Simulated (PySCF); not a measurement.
# C₂H₆N₂Si: electronic excitations and core binding energies

Wanted: the electronic excitations and core binding energies of C₂H₆N₂Si (`N[Si@@H]1CC=N1`), by calculation.

Computed with PySCF 2.14.0, with density-fitted response routines of our own, on a single molecule in the gas phase. Atoms count from 0, in the outputs and in this text.

### Step 1. The starting structure

11 atoms, charge 0, multiplicity 1; geometry from: GFN2-xTB.

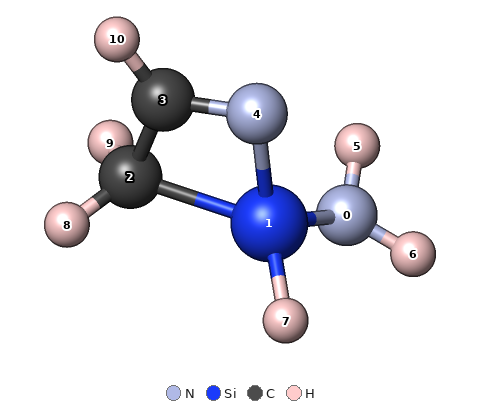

The starting geometry (nitrogen light blue, silicon blue, carbon dark grey, hydrogen pink), atoms numbered.

### Step 2. TDDFT and polarisability: wB97X-D/def2-SVPD

The job: settings as JSON, then the geometry in Å.

```
{"job": {"kind": "uv", "xc": "wB97X-D", "basis": "def2-SVPD", "nstates": 8, "ntriplets": 3}, "charge": 0, "multiplicity": 1}
N      2.001173    -0.086767    -0.020304
Si     0.401117    -0.635892    -0.333313
C     -0.935591     0.746683    -0.467970
C     -1.472978     0.043393     0.733691
N     -0.711634    -0.931062     1.050052
H      2.167005     0.447394     0.818111
H      2.759988    -0.729145    -0.171733
H      0.423301    -1.668923    -1.351945
H     -1.621785     0.758398    -1.312004
H     -0.634219     1.770625    -0.259001
H     -2.370953     0.287967     1.288450
```

Method: TDDFT wB97X-D/def2-SVPD, vertical, gas phase, core orbitals frozen in the response.

Run with:

```
$ OMP_NUM_THREADS=1 python probes_run.py task.json out
```

This one command runs all jobs of the session in turn.

The program printed:

```text
coarse grid: 9640 points
cycle   1  E = -478.3939805858  dE =  7.154e-01  |g| = 5.625e-01  |ddm| = 4.576e+00
cycle   2  E = -478.3839312708  dE =  1.005e-02  |g| = 6.483e-01  |ddm| = 2.538e+00
cycle   3  E = -478.4729743781  dE = -8.904e-02  |g| = 6.941e-02  |ddm| = 1.332e+00
cycle   4  E = -478.4740243976  dE = -1.050e-03  |g| = 3.646e-02  |ddm| = 1.391e-01
cycle   5  E = -478.4743414111  dE = -3.170e-04  |g| = 7.626e-03  |ddm| = 8.725e-02
cycle   6  E = -478.4743571570  dE = -1.575e-05  |g| = 2.801e-03  |ddm| = 2.569e-02
cycle   7  E = -478.4743596351  dE = -2.478e-06  |g| = 7.835e-04  |ddm| = 1.025e-02
final grid: 88560 points
cycle   8  E = -478.5346539432  dE = -6.929e-05  |g| = 6.977e-03  |ddm| = 1.114e-01
cycle   9  E = -478.5346535190  dE =  4.242e-07  |g| = 7.421e-03  |ddm| = 1.954e-02
cycle  10  E = -478.5346648945  dE = -1.138e-05  |g| = 8.742e-04  |ddm| = 1.436e-02
cycle  11  E = -478.5346650564  dE = -1.620e-07  |g| = 4.424e-04  |ddm| = 2.367e-03
cycle  12  E = -478.5346651099  dE = -5.349e-08  |g| = 1.029e-04  |ddm| = 1.936e-03
cycle  13  E = -478.5346651133  dE = -3.339e-09  |g| = 3.079e-05  |ddm| = 4.566e-04
cycle  14  E = -478.5346651138  dE = -5.406e-10  |g| = 8.524e-06  |ddm| = 3.289e-04
converged SCF energy = -478.5346651138

Static polarisability (au): isotropic 59.727, principal 51.255 56.728 71.197

Singlet excitations
state   eV       nm        f      main configurations
  1   4.3244    286.7   0.00052   H->L 0.89
  2   6.5178    190.2   0.01114   H-1->L 0.55, H-2->L 0.30
  3   6.5924    188.1   0.02605   H->L+1 0.45, H->L+2 0.29, H->L+3 0.09
  4   6.8751    180.3   0.04502   H->L+2 0.60, H->L+1 0.20
  5   6.9800    177.6   0.00082   H->L+3 0.67, H-2->L 0.11
  6   7.3033    169.8   0.04524   H-2->L 0.34, H-1->L 0.29, H->L+1 0.11
  7   7.7492    160.0   0.03689   H-3->L 0.35, H-1->L+1 0.25, H-1->L+2 0.13
  8   7.8612    157.7   0.00880   H-1->L+1 0.29, H-3->L 0.28, H->L+4 0.13

Triplet excitations (Tamm-Dancoff, eV): 3.7664 5.1806 6.2936
```

It took 19 s on 1 thread of Arm Neoverse V2, shared host; peak memory 0.65 GiB.

Frontier orbitals and where they lie:

| orbital | eV | atoms |
| --- | --- | --- |
| HOMO−3 | -10.84 | N4 35 %, C3 21 %, N0 12 % |
| HOMO−2 | -10.52 | C2 26 %, N0 17 %, Si1 16 % |
| HOMO−1 | -9.98 | N0 41 %, C2 13 %, C3 11 % |
| HOMO | -8.55 | N4 57 %, C2 12 %, Si1 9 % |
| LUMO | 1.47 | C3 37 %, N4 27 %, Si1 10 % |
| LUMO+1 | 2.26 | Si1 38 %, H6 15 %, N0 10 % |
| LUMO+2 | 2.51 | Si1 23 %, C2 21 %, H7 12 % |

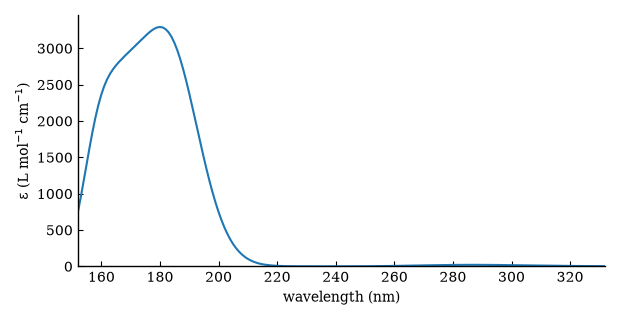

Absorption spectrum: each of the 8 states is a Gaussian band of 0.4 eV half-width at 1/e. Beyond the last state computed it falls off for lack of states.

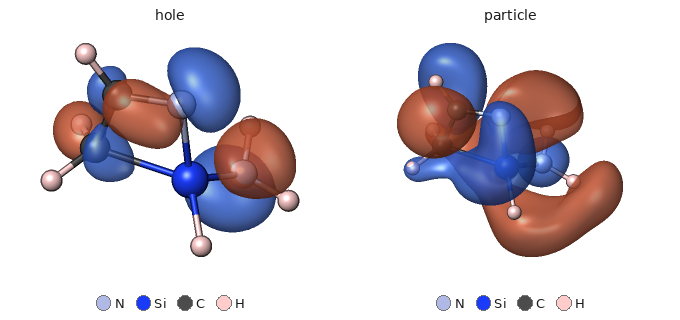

Leading natural transition orbitals of singlet state 6: the electron leaves the hole (left) for the particle orbital (right).

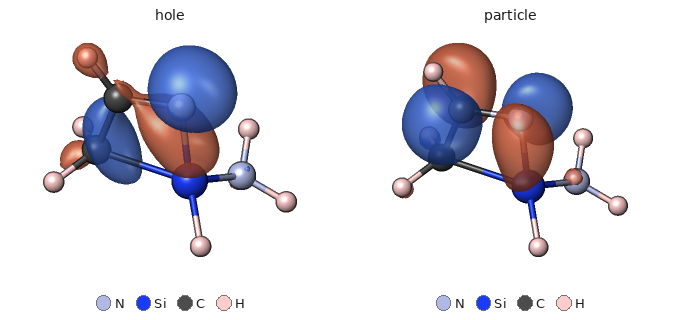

Leading natural transition orbitals of singlet state 1: the electron leaves the hole (left) for the particle orbital (right).

Further results of this job:

```csv
property,computed
dipole moment (D),1.79
polarisability (Å³),8.85
HOMO–LUMO gap (eV),10.02
−ε(HOMO) (eV),8.55
```

The fields below are evaluated on a grid from the run's orbitals.

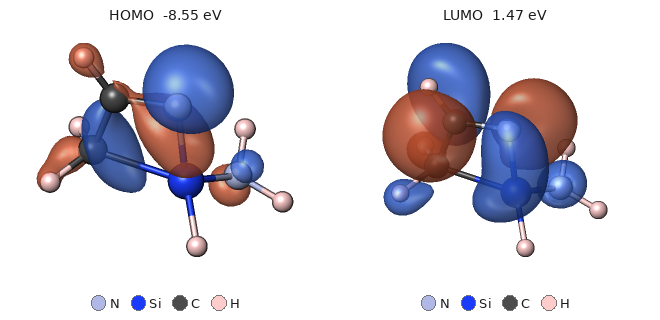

wB97X-D/def2-SVPD orbitals near the gap, drawn at the value that encloses 70 % of each; the two colours are the two signs.

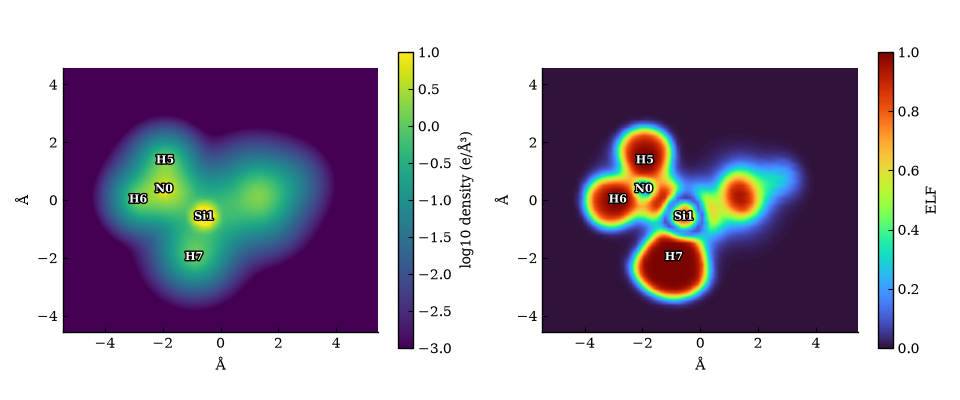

Density (left) and ELF (right) in a plane through or near 5 of the atoms.

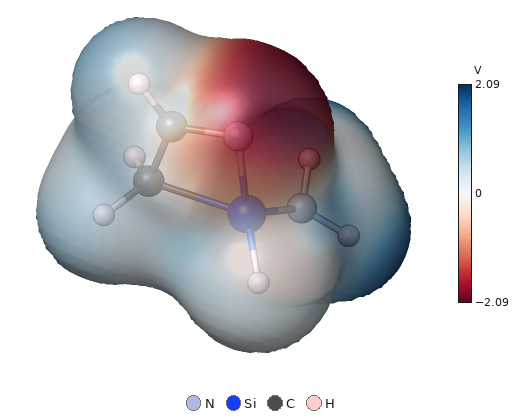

Electrostatic potential on the surface of density 0.002 e/bohr³; red is low, blue high. It runs from -2.09 V near N4 to 1.74 V near H6.

### Step 3. X-ray photoelectron lines: SCAN, X2C

Same as in step 2 but for these lines:

```diff
@@ -1,2 +1,2 @@
-{"job": {"kind": "uv", "xc": "wB97X-D", "basis": "def2-SVPD", "nstates": 8, "ntriplets": 3}, "charge": 0, "multiplicity": 1}
+{"job": {"kind": "xps"}, "charge": 0, "multiplicity": 1}
 N      2.001173    -0.086767    -0.020304
```

Method: delta-SCF UKS SCAN, pcX-2 on the ionised atom, pcseg-1 elsewhere, spin-free X2C.

The program printed:

```text
ground state, core basis on atom 0 (N), 135 functions
  cycle   1  E = -479.23471232  |g| = 6.79e-01
  cycle   2  E = -479.04522837  |g| = 1.11e+00
  cycle   3  E = -479.33074538  |g| = 2.10e-01
  cycle   4  E = -479.34113879  |g| = 6.11e-02
  cycle   5  E = -479.34193285  |g| = 2.54e-02
  cycle   6  E = -479.34206968  |g| = 8.42e-03
  cycle   7  E = -479.34208653  |g| = 2.00e-03
  cycle   8  E = -479.34208749  |g| = 4.41e-04
  E(ground) = -479.38241469 Eh
hole in N 1s of atom 0
  cycle   1  E = -463.76235598  |g| = 1.86e+00
  cycle   2  E = -461.42068786  |g| = 2.46e+00
  cycle   3  E = -463.95531288  |g| = 9.96e-01
  cycle   4  E = -464.34501898  |g| = 4.86e-01
  cycle   5  E = -464.40986501  |g| = 3.13e-01
  cycle   6  E = -464.45862358  |g| = 6.90e-02
  cycle   7  E = -464.46107474  |g| = 1.12e-02
  cycle   8  E = -464.46114698  |g| = 4.42e-03
  cycle   9  E = -464.46115486  |g| = 1.81e-03
  cycle  10  E = -464.46115770  |g| = 3.09e-04
  E(ion) = -464.50006543 Eh   <S^2> = 0.7643   hole on atom = 1.000   binding energy = 404.969 eV
ground state, core basis on atom 1 (Si), 146 functions
  cycle   1  E = -479.43070147  |g| = 2.89e-01
  cycle   2  E = -479.43064826  |g| = 5.18e-02
  cycle   3  E = -479.43016569  |g| = 6.17e-02
  cycle   4  E = -479.43088499  |g| = 2.62e-02
  cycle   5  E = -479.43104021  |g| = 3.63e-03
  cycle   6  E = -479.43104301  |g| = 8.13e-04
  cycle   7  E = -479.43104374  |g| = 1.00e-04
  E(ground) = -479.43131214 Eh
hole in Si 1s of atom 1
  cycle   1  E = -410.49468772  |g| = 4.35e+00
  cycle   2  E = -410.43550540  |g| = 2.24e+00
  cycle   3  E = -411.02663450  |g| = 9.37e-01
  cycle   4  E = -411.49126134  |g| = 3.33e-01
  cycle   5  E = -411.53240349  |g| = 1.96e-01
  cycle   6  E = -411.54847830  |g| = 7.05e-02
  cycle   7  E = -411.55048439  |g| = 2.41e-02
  cycle   8  E = -411.55078126  |g| = 4.30e-03
  cycle   9  E = -411.55078743  |g| = 2.80e-03
  cycle  10  E = -411.55079093  |g| = 6.28e-04
  cycle  11  E = -411.55079197  |g| = 2.19e-04
  E(ion) = -411.55838628 Eh   <S^2> = 0.7524   hole on atom = 1.000   binding energy = 1846.916 eV
hole in Si 2p of atom 1
  cycle   1  E = -475.15658285  |g| = 1.24e+00
  cycle   2  E = -474.91405981  |g| = 1.23e+00
  cycle   3  E = -475.40237957  |g| = 3.69e-01
  cycle   4  E = -475.47275718  |g| = 1.27e-01
  cycle   5  E = -475.47713211  |g| = 8.72e-02
  cycle   6  E = -475.48033383  |g| = 2.85e-02
  cycle   7  E = -475.48073985  |g| = 4.47e-03
  cycle   8  E = -475.48074449  |g| = 2.98e-03
  cycle   9  E = -475.48074938  |g| = 6.23e-04
  cycle  10  E = -475.48074882  |g| = 2.00e-04
  E(ion) = -475.49217701 Eh   <S^2> = 0.7522   hole on atom = 1.003   binding energy = 107.189 eV
  2p3/2 = 106.988 eV   2p1/2 = 107.612 eV
ground state, core basis on atom 2 (C), 135 functions
  cycle   1  E = -479.32807786  |g| = 6.35e-02
  cycle   2  E = -479.32798517  |g| = 3.69e-02
  cycle   3  E = -479.32813439  |g| = 2.89e-02
  cycle   4  E = -479.32828403  |g| = 1.31e-02
  cycle   5  E = -479.32832762  |g| = 1.54e-03
  cycle   6  E = -479.32832948  |g| = 2.71e-04
  E(ground) = -479.37090410 Eh
hole in C 1s of atom 2
  cycle   1  E = -468.09873222  |g| = 1.51e+00
  cycle   2  E = -467.21198712  |g| = 1.96e+00
  cycle   3  E = -468.52564228  |g| = 5.68e-01
  cycle   4  E = -468.55102069  |g| = 4.96e-01
  cycle   5  E = -468.66960900  |g| = 7.79e-02
  cycle   6  E = -468.67149288  |g| = 3.99e-02
  cycle   7  E = -468.67222331  |g| = 9.56e-03
  cycle   8  E = -468.67225496  |g| = 5.74e-03
  cycle   9  E = -468.67227443  |g| = 1.19e-03
  cycle  10  E = -468.67227644  |g| = 5.86e-04
  cycle  11  E = -468.67227620  |g| = 2.62e-04
  E(ion) = -468.71334410 Eh   <S^2> = 0.7681   hole on atom = 1.000   binding energy = 290.007 eV
ground state, core basis on atom 3 (C), 135 functions
  cycle   1  E = -479.33086104  |g| = 5.89e-02
  cycle   2  E = -479.33077717  |g| = 2.76e-02
  cycle   3  E = -479.33076465  |g| = 2.89e-02
  cycle   4  E = -479.33094236  |g| = 9.41e-03
  cycle   5  E = -479.33096410  |g| = 7.00e-04
  cycle   6  E = -479.33096462  |g| = 1.89e-04
  E(ground) = -479.37356489 Eh
hole in C 1s of atom 3
  cycle   1  E = -468.04043421  |g| = 1.51e+00
  cycle   2  E = -465.55176708  |g| = 2.39e+00
  cycle   3  E = -468.12598315  |g| = 9.66e-01
  cycle   4  E = -468.52438526  |g| = 4.45e-01
  cycle   5  E = -468.56589816  |g| = 3.14e-01
  cycle   6  E = -468.60799479  |g| = 8.41e-02
  cycle   7  E = -468.61149568  |g| = 2.32e-02
  cycle   8  E = -468.61200284  |g| = 1.18e-02
  cycle   9  E = -468.61226323  |g| = 8.10e-03
  cycle  10  E = -468.61245122  |g| = 5.22e-03
  cycle  11  E = -468.61253117  |g| = 2.98e-03
  cycle  12  E = -468.61254199  |g| = 1.56e-03
  cycle  13  E = -468.61254600  |g| = 6.25e-04
  cycle  14  E = -468.61254622  |g| = 2.88e-04
  E(ion) = -468.65330222 Eh   <S^2> = 0.8656   hole on atom = 1.000   binding energy = 291.713 eV
ground state, core basis on atom 4 (N), 135 functions
  cycle   1  E = -479.34247589  |g| = 7.58e-02
  cycle   2  E = -479.34205104  |g| = 5.06e-02
  cycle   3  E = -479.34174492  |g| = 6.22e-02
  cycle   4  E = -479.34260562  |g| = 8.06e-03
  cycle   5  E = -479.34262258  |g| = 9.21e-04
  cycle   6  E = -479.34262320  |g| = 2.23e-04
  E(ground) = -479.38364472 Eh
hole in N 1s of atom 4
  cycle   1  E = -463.79389305  |g| = 1.86e+00
  cycle   2  E = -461.38066009  |g| = 2.48e+00
  cycle   3  E = -463.87635003  |g| = 1.11e+00
  cycle   4  E = -464.46672763  |g| = 3.48e-01
  cycle   5  E = -464.49759462  |g| = 1.94e-01
  cycle   6  E = -464.51312394  |g| = 4.29e-02
  cycle   7  E = -464.51416363  |g| = 1.20e-02
  cycle   8  E = -464.51424253  |g| = 3.72e-03
  cycle   9  E = -464.51425404  |g| = 1.68e-03
  cycle  10  E = -464.51425647  |g| = 7.81e-04
  cycle  11  E = -464.51425723  |g| = 3.85e-04
  E(ion) = -464.55415993 Eh   <S^2> = 0.7810   hole on atom = 1.000   binding energy = 403.531 eV
```

It took 39 s on 1 thread of Arm Neoverse V2, shared host; peak memory 0.46 GiB.

The holes in one table. −ε is the ground-state orbital energy:

| hole | stands for | environment | ΔSCF (eV; 2p as the shell's mean) | −ε (eV) | ⟨S²⟩ |
| --- | --- | --- | --- | --- | --- |
| N1s on N0 | N0 | nitrogen bonded to Si, 2 H | 404.97 | 385.8 | 0.764 |
| Si1s on Si1 | Si1 | silicon bonded to C, 2 N, H, in a 4-membered ring | 1846.92 | 1793.7 | 0.752 |
| Si2p on Si1 | Si1 | silicon bonded to C, 2 N, H, in a 4-membered ring | 107.20 | 96.4 | 0.752 |
| C1s on C2 | C2 | sp3 CH2 bonded to Si | 290.01 | 273.2 | 0.768 |
| C1s on C3 | C3 | C=N carbon | 291.71 (doubtful) | 274.9 | 0.866 |
| N1s on N4 | N4 | imine nitrogen | 403.53 | 384.9 | 0.781 |

Doubtful: the ion did not converge, its hole moved, or its ⟨S²⟩ is well above 0.75.

With the spin-orbit splitting: Si1 2p3/2 106.99, 2p1/2 107.61 eV. The table gives each 2p level as the mean over the whole 2p shell (two parts 2p3/2, one part 2p1/2), which differs a little from the single hole in the log.

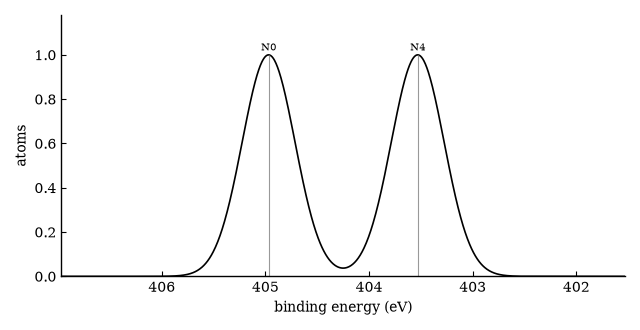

The N1s photoelectron lines, weighted by the number of atoms. Lines are broadened to a width of 0.60 eV (Gaussian).

### Step 4. Results

| quantity | value |
| --- | --- |
| lowest singlet (wB97X-D/def2-SVPD) | 4.32 eV (287 nm), f = 0.001 |
| brightest single state of those computed | state 6, 7.30 eV, f = 0.045 |
| lowest triplet | 3.77 eV |
| surface potential, least and greatest | -2.09 V and 1.74 V |
| N1s binding energies, SCAN/pcX-2 | N0 404.97, N4 403.53 eV |
| Si1s binding energies, SCAN/pcX-2 | Si1 1846.92 eV |
| Si2p binding energies, SCAN/pcX-2 | Si1 107.20 eV |
| C1s binding energies, SCAN/pcX-2 (standing for 1 of 2 atoms) | C2 290.01 eV |

The lowest singlet, at 4.32 eV, is HOMO→LUMO 0.89 and is dark; of the 8 states computed, the strongest absorption comes from state 6 at 7.30 eV. The lowest triplet lies 0.56 eV below the lowest singlet (triplets in Tamm-Dancoff, singlets in full TDDFT). The N1s levels kept as sound span 1.44 eV, from N4 (imine nitrogen) up to N0 (nitrogen bonded to Si, 2 H).
